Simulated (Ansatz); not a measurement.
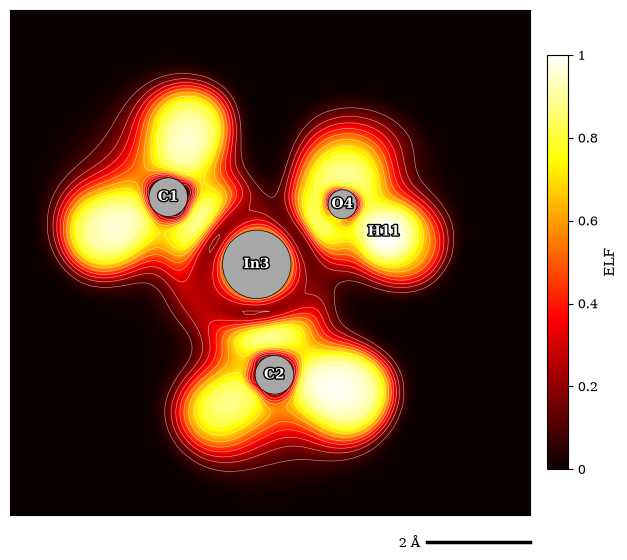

Figure 1: C2H7InO. ELF on the plane of atoms C1, In3 and C2. Grey discs cover the atomic cores.

Geometry: PBE-D3(BJ)/def2-SVP; core potentials replace the inner electrons of In.

These are results of isolated molecule in a Gaussian basis; Kohn-Sham density functional theory, functional PBE0 (Ansatz), not measurements.

The calculation's input:

```
crystal:
  periodic: [false, false, false]
  atoms:
    - symbol: C
      position_ang: [-0.460574, -1.166247, -0.764320]
    - symbol: C
      position_ang: [2.901936, -0.223697, 1.261346]
    - symbol: In
      position_ang: [1.263821, 0.002586, -0.159884]
    - symbol: O
      position_ang: [1.265975, 1.722996, -1.261919]
    - symbol: H
      position_ang: [-1.325437, -0.872279, -0.137208]
    - symbol: H
      position_ang: [-0.285284, -2.252341, -0.648442]
    - symbol: H
      position_ang: [-0.687915, -0.928473, -1.820662]
    - symbol: H
      position_ang: [2.550997, -0.746287, 2.171878]
    - symbol: H
      position_ang: [3.315674, 0.764960, 1.537073]
    - symbol: H
      position_ang: [3.700227, -0.830055, 0.788860]
    - symbol: H
      position_ang: [2.004892, 2.307836, -1.009052]
basis:
  gaussian: {orbitals: def2-TZVPD}
magnetization: {spin_polarized: false}
hamiltonian: {xc: {name: PBE0}}
output: {forces: true, orbitals: {seedname: orbitals}}
```

Command:

```sh
ansatz run input.yaml --threads 2 --pin off --max-ram 4350MiB --events-out events.jsonl --progress --plain --runs-dir runs
```

Question: What does the map show?

Answer:
- The plane passes through C, In, O and H nuclei.
- In–O (2.04 Å): the ELF peaks at about 0.85 in the valence shell of O, 0.6 Å from its nucleus, and drops to about 0.15 between the two atoms.
- C–In (2.17 Å): the ELF peaks at about 0.90 in the valence shell of C, 0.7 Å from its nucleus, and drops to about 0.20 between the two atoms.
- O–H (0.98 Å): the ELF climbs to about 1 towards the hydrogen, as it does in any bond to H: a covalent bond by its length.
- The ELF also peaks beside O4, away from the bonds: lone-pair regions.
